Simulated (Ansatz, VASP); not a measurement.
**H2Pt: VASP beside Ansatz**

Wanted: the spread between two codes on one cell, functional and k mesh. The cell is generated by rule, not measured, and may not be a known phase. The cell is taken from a series of VASP runs on this material, whose earlier steps may have relaxed, scaled or displaced it; both programs get it as it stands. Valence electrons are named where the data sets of a main pair hold unlike numbers.

Method: plane waves, with VASP 6.6.1 beside it; band structure at HSE06, in Ansatz 0.2.0.

The structure was built from a prototype and need not be the compound's stable phase.

## 1. Set-up

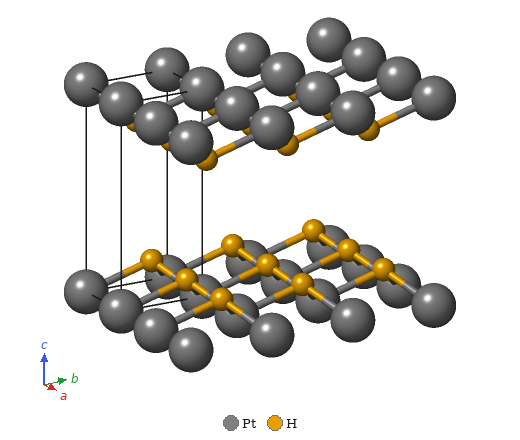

The starting structure, seen slightly off an axis (platinum grey, hydrogen orange). 3×3×1 cells are drawn. Bonds to atoms that aren't drawn are left out. Some periodic images of atoms are drawn too.

## 2. VASP: band structure, HSE06

With cell and atoms fixed, the geometry can't cause a difference; cores, projectors, grids and the points listed under the comparison can.

Lines of VASP's logs that name or quote its potential files are left out, and so is its time.

The run reads the wave functions of an earlier VASP run, which isn't shown here.

Contents of INCAR:

```
SYSTEM = H2Pt
PREC = Accurate
ENCUT = 400
EDIFF = 1E-06
NELM = 100
ISMEAR = 0
SIGMA = 0.02
LREAL = .FALSE.
ALGO = Normal
LHFCALC = .TRUE.
AEXX = 0.25
GGA = PE
HFSCREEN = 0.2
LASPH = .TRUE.
NBANDS = 12
PRECFOCK = Fast
LORBIT = 11
LWAVE = .FALSE.
LCHARG = .FALSE.
KPAR = 4
ISIF = 2
```

Contents of POSCAR:

```
H2Pt
1.0
    3.0405589800      0.0000000000      0.0000000000
   -1.5202794900      2.6332013180      0.0000000000
    0.0000000000      0.0000000000      5.3826100000
Pt H
1 2
Direct
    0.0000000000      0.0000000000      0.0000000000
    0.3333333330      0.6666666670      0.1344528460
    0.6666666670      0.3333333330      0.8655471540
```

Contents of KPOINTS:

```
Automatic mesh
0
Gamma
6 6 4
0 0 0
```

Contents of KPOINTS_OPT:

```
Line mode
8
Line-mode
Reciprocal
  0.00000000   0.00000000   0.00000000 GAMMA
  0.50000000   0.00000000   0.00000000 M

  0.50000000   0.00000000   0.00000000 M
  0.33333333   0.33333333   0.00000000 K

  0.33333333   0.33333333   0.00000000 K
  0.00000000   0.00000000   0.00000000 GAMMA

  0.00000000   0.00000000   0.00000000 GAMMA
  0.00000000   0.00000000   0.50000000 A

  0.00000000   0.00000000   0.50000000 A
  0.50000000   0.00000000   0.50000000 L

  0.50000000   0.00000000   0.50000000 L
  0.33333333   0.33333333   0.50000000 H

  0.33333333   0.33333333   0.50000000 H
  0.00000000   0.00000000   0.50000000 A

  0.50000000   0.00000000   0.50000000 L
  0.50000000   0.00000000   0.00000000 M

  0.33333333   0.33333333   0.00000000 K
  0.33333333   0.33333333   0.50000000 H
```

The projector-augmented-wave data sets are Pt and H (PBE family, release 64).

Launch:

```sh
$ mpirun -np 4 vasp_std
```

Numbers of over 12 decimals in the logs are rounded to 6 here.

What it wrote:

```text
[banner, memory and clock lines left out]
running    4 mpi-ranks, on    1 nodes
 distrk:  each k-point on    1 cores,    4 groups
 distr:  one band on    1 cores,    1 groups

 POSCAR found type information on POSCAR PtH
 POSCAR found :  2 types and       3 ions
 LDA part: xc-table for (Slater+PW92), standard interpolation
 found WAVECAR, reading the header
 POSCAR, INCAR and KPOINTS ok, starting setup
 FFT: planning ... GRIDC
 FFT: planning ... GRID_SOFT
 FFT: planning ... GRID
 reading WAVECAR
 the WAVECAR file was read successfully
 initial charge from wavefunction
 entering main loop
       N       E                     dE             d eps       ncg     rms          rms(c)
DAV:   1    -0.143496448080E+02   -0.14350E+02   -0.50534E-01   604   0.445E+00    0.108E+00
DAV:   2    -0.143346991954E+02    0.14946E-01   -0.38412E-02   668   0.169E+00    0.657E-01
DAV:   3    -0.143343289589E+02    0.37024E-03   -0.14698E-02   684   0.833E-01    0.424E-01
DAV:   4    -0.143346105718E+02   -0.28161E-03   -0.59154E-04   664   0.155E-01    0.246E-01
DAV:   5    -0.143345300199E+02    0.80552E-04   -0.16313E-04   632   0.110E-01    0.137E-01
DAV:   6    -0.143345249625E+02    0.50573E-05   -0.34022E-05   644   0.451E-02    0.795E-02
DAV:   7    -0.143345226264E+02    0.23362E-05   -0.40154E-06   636   0.125E-02    0.479E-02
DAV:   8    -0.143345223319E+02    0.29445E-06   -0.24617E-06   616   0.871E-03
   1 F= -.14334522E+02 E0= -.14334308E+02  d E =-.428506E-03
 Start KPOINTS_OPT (optional k-point list driver)
k-point batch [1-24\72]
       N       E                     dE             ncg
DAV:   1     0.554900020515E+03   -0.64128E+04      600
DAV:   2    -0.815990196803E+03   -0.13709E+04      636
DAV:   3    -0.863933514599E+03   -0.47943E+02      708
DAV:   4    -0.864407165248E+03   -0.47365E+00      700
DAV:   5    -0.864413319462E+03   -0.61542E-02      692
DAV:   6    -0.864413453928E+03   -0.13447E-03      680
DAV:   7    -0.864413457835E+03   -0.39078E-05      620
DAV:   8    -0.864413457956E+03   -0.12095E-06      476
[...]
k-point batch [49-72\72]
       N       E                     dE             ncg
DAV:   1     0.546212775770E+03   -0.91172E+04      616
DAV:   2    -0.747165499762E+03   -0.12934E+04      664
DAV:   3    -0.792446152178E+03   -0.45281E+02      668
DAV:   4    -0.792910256690E+03   -0.46410E+00      700
DAV:   5    -0.792916513516E+03   -0.62568E-02      688
DAV:   6    -0.792916659499E+03   -0.14598E-03      684
DAV:   7    -0.792916663703E+03   -0.42039E-05      612
DAV:   8    -0.792916663866E+03   -0.16318E-06      440
```

OUTCAR, selected parts (step 2):

```text
ion  position               nearest neighbor table
   1  0.000  0.000  0.000-   2 1.90   3 1.90   2 1.90   3 1.90   3 1.90   2 1.90
   2  0.333  0.667  0.134-   1 1.90   1 1.90   1 1.90
   3  0.667  0.333  0.866-   1 1.90   1 1.90   1 1.90

  LATTYP: Found a hexagonal cell.
 ALAT       =     3.0405589800
 C/A-ratio  =     1.7702698864

 Subroutine GETGRP returns: Found 12 space group operations
 (whereof 12 operations were pure point group operations)

The static configuration has the point symmetry D_3d.

 Found     24 irreducible k-points:

   k-points           NKPTS =     24   k-points in BZ     NKDIM =    144   number of bands    NBANDS=     12

   dimension x,y,z NGX =    20 NGY =   20 NGZ =   36
   dimension x,y,z NGXF=    40 NGYF=   40 NGZF=   72

   ENCUT  =  400.0 eV  29.40 Ry    5.42 a.u.   4.96  4.96  8.78*2*pi/ulx,y,z

   NELECT =      12.0000    total number of electrons

 k-points in reciprocal lattice and weights: Automatic mesh
   0.00000000  0.00000000  0.00000000       0.007
   0.16666667 -0.00000000  0.00000000       0.042
   0.33333333 -0.00000000  0.00000000       0.042
   0.50000000 -0.00000000  0.00000000       0.021
   0.16666667  0.16666667  0.00000000       0.042
   0.33333333  0.16666667  0.00000000       0.083
   0.33333333  0.33333333  0.00000000       0.014
   0.00000000  0.00000000  0.25000000       0.014
   0.16666667 -0.00000000  0.25000000       0.042
[...]
0.33333333  0.16666667  0.50000000       0.083
   0.33333333  0.33333333  0.50000000       0.014

  exchange ACFDT corr.  =         0.00000000  see jH, gK, PRB 81, 115126

 average (electrostatic) potential at core
       1 -66.7849       2 -32.0008       3 -32.0008

 E-fermi :   1.2559

 k-point     1 :       0.0000    0.0000    0.0000
  band No.  band energies     occupation
    ...
      3      -2.7683      2.00000
      4      -2.3583      2.00000
      5      -1.6928      2.00000
      6      -0.6484      2.00000
      7      -0.6484      2.00000
      8       7.2817      0.00000
      9       9.7174      0.00000
     10      15.9334      0.00000
     11      18.7433      0.00000
     12      19.9805      0.00000

 k-point     2 :       0.1667   -0.0000    0.0000
  band No.  band energies     occupation
    ...
      2      -4.3998      2.00000
      3      -2.2918      2.00000
      4      -2.2084      2.00000
      5      -2.0962      2.00000
      6      -0.8007      2.00000
      7       1.7238      0.00000
      8       7.6964      0.00000
      9      10.4587      0.00000
     10      12.9583      0.00000
     11      16.9629      0.00000
    ...

 k-point     3 :       0.3333   -0.0000    0.0000
  band No.  band energies     occupation
    ...
      2      -5.2588      2.00000
      3      -3.0259      2.00000
      4      -1.5628      2.00000
      5      -1.0977      2.00000
      6      -0.8556      2.00000
      7       4.4533      0.00000
      8       8.0289      0.00000
      9       9.0627      0.00000
     10      11.2496      0.00000
     11      14.3192      0.00000
    ...

  Total       -3.2700108     -3.2700108     -0.6660645      0.0000000      0.0000000     -0.0000000
  in kB     -121.5708252   -121.5708251    -24.7626136      0.0000000      0.0000000     -0.0000000
  external PRESSURE =     -89.3014213 kB  Pullay stress =       0.0000000 kB

  energy-cutoff  :      400.00
  volume of cell :       43.10
      direct lattice vectors                 reciprocal lattice vectors
     3.040558980  0.000000000  0.000000000     0.328886894  0.189882937  0.000000000
    -1.520279490  2.633201318  0.000000000     0.000000000  0.379765874  0.000000000
     0.000000000  0.000000000  5.382610000     0.000000000  0.000000000  0.185783477

 POSITION                                       TOTAL-FORCE (eV/Angst)
 -----------------------------------------------------------------------------------
      0.00000      0.00000      0.00000         0.000000      0.000000      0.000000
     -0.00000      1.75547      0.72371        -0.000000      0.000000     -0.344917
      1.52028      0.87773      4.65890         0.000000     -0.000000      0.344917
 -----------------------------------------------------------------------------------
    total drift:                               -0.000000     -0.000000     -0.000000

  FREE ENERGIE OF THE ION-ELECTRON SYSTEM (eV)
  ---------------------------------------------------
  free  energy   TOTEN  =       -14.3345223319 eV

  energy  without entropy=      -14.3340938255  energy(sigma->0) =      -14.33430808

 total charge
# of ion       s       p       d       tot
------------------------------------------
    1        0.539   0.461   8.312   9.312
    2        0.473   0.023   0.000   0.497
    3        0.473   0.023   0.000   0.497
--------------------------------------------------
tot          1.486   0.507   8.312  10.305

[... 3 further parts left out ...]
```

The k-mesh is coarse for a metal.

The run ends at a pressure of -8.93 GPa, with forces up to 0.34 eV/Å.

[end of part 1 of 2]

[Lines on the potential files, build, host, timing and source positions are cut from VASP's logs without a mark.]

[Logs are printed without paths, hosts, clocks, repeated set-up lines and the standing remarks that a program may print on its own settings, such as how far it seeks lower states.]

[Hosts, paths, dates, database ids (printed as entryN), source tags and the programs' standing remarks are cut or masked in the printed files.]
